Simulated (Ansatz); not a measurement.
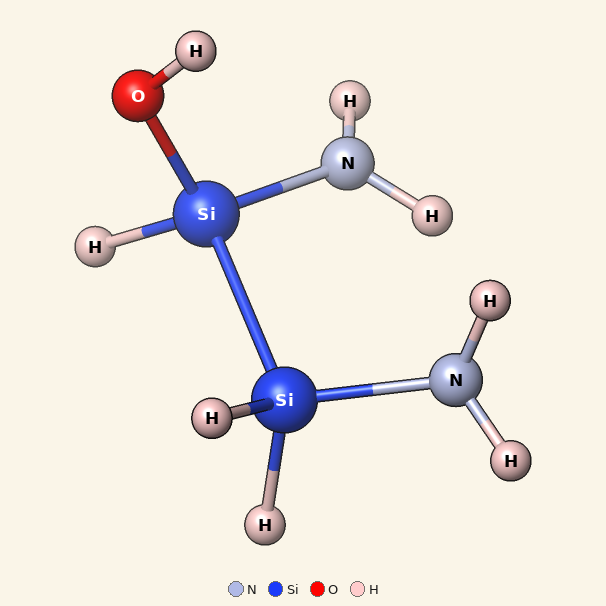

Depth is shown by fading: the farther an atom, the more it takes the colour of the background. Computed geometry: PBE0-D4/def2-TZVP optimisation.

### List the symmetry elements and name the point group.

It has no symmetry element but the identity, so the point group is C1. The group has 1 operation. The geometry is chiral, and symmetry allows a dipole moment.
